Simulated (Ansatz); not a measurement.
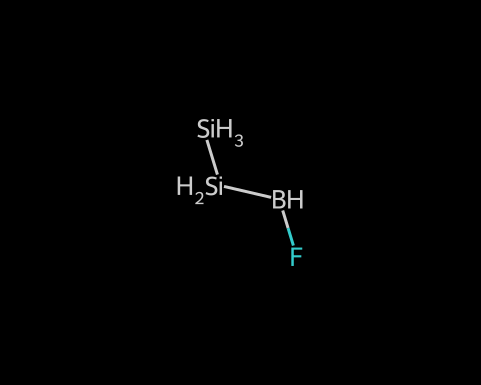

The picture comes from a calculation with Ansatz.

Transcribe the drawing into SMILES.

FB[SiH2][SiH3]

Give the formula, hydrogens included.

BFH6Si2.

An optimisation with PBE0-D4/def2-TZVP gave a structure of which point group?

C1. Other conformers may differ.
